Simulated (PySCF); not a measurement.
**TcS₂: quartet, from a PBE minimum start**

The task is one start of a wider search on TcS₂: the quartet, from a PBE minimum start. It is relaxed, tested by its Hessian and followed downhill if it is a saddle.

Method: PBE, basis Tc def2-SVP with ECP28, S def2-SVP, scalar-relativistic core potentials, no spin–orbit coupling, density fitting; program: PySCF 2.14.0.

**1. The system as given**

3 atoms, charge 0, spin multiplicity 4.

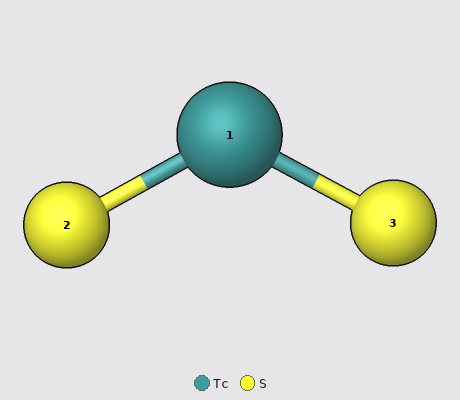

The starting geometry (technetium teal, sulfur yellow); atoms are numbered from 1 in the order of the file.

```xyz
3
charge 0 multiplicity 4
Tc    0.0000    0.3989    0.0000
S     0.0000   -0.6122    1.8474
S     0.0000   -0.6122   -1.8474
```

**2. First SCF at the start**

The steps below are one call of a driver around PySCF. For each, scf.py gives the equivalent set-up of the SCF; relaxations use the driver's own optimiser. After this first run the driver tries any further starts and a stability analysis.

Input file scf.py:

```python
from pyscf import gto, scf, dft
mol = gto.M(atom='''
Tc    -0.000000     0.398863    -0.000000
S      0.000000    -0.612167     1.847376
S      0.000000    -0.612167    -1.847376''',
    basis={'Tc': 'def2-SVP', 'S': 'def2-SVP'},
    ecp={'Tc': 'def2-SVP'},
    charge=0, spin=3)
mf = dft.UKS(mol, xc='PBE')
mf.grids.atom_grid = (50, 194)
aux = {'Tc': 'def2-universal-JKFIT', 'S': 'def2-universal-JKFIT'}
mf = mf.density_fit(auxbasis=aux)
mf.conv_tol = 1e-08
mf.diis_space = 10
mf.max_cycle = 60
mf.init_guess = 'minao'
mf.verbose = 4
mf.kernel()
```

Command:

```
OMP_NUM_THREADS=2 python axn.py task.json out
```

The runs that follow: Relaxing the quartet from the PBE minimum start; Hessian and properties.

**Question.** What will these runs give? Wanted: minimum; geometry; wavenumbers; dipole moment; highest occupied, lowest empty level; polar-tensor charge of Tc1; zero-point energy; atomisation energy; ⟨S²⟩.

As calculated:

| quantity | value |
| --- | --- |
| minimum | quartet, C2v |
| geometry | Tc–S 2.106 Å (×2); S–Tc–S 122.6° |
| wavenumbers (cm⁻¹) | 130 (a1), 511 (a1), 545 (b2) |
| dipole moment | 1.43 D |
| highest occupied, lowest empty level (either spin) | -5.48, -4.79 eV |
| polar-tensor charge of Tc1 | +0.74 e |
| zero-point energy | 7.1 kJ/mol |
| entropy at 298.15 K | 304.7 J/(mol K) |
| atomisation energy (no zero-point energy) | 952 kJ/mol |
| ⟨S²⟩ | 3.788 |

In words: The PBE minimum start keeps its C2v symmetry and ends in a minimum. The strongest infrared band lies at 545 cm⁻¹ (b2, stretch). Most of the spin sits on Tc1 (Mulliken spin 2.89, against 3 for the whole molecule). Only this shape and spin were tried, so other structures or states may lie lower. One determinant may miss the lowest occupation of an open d or f shell.
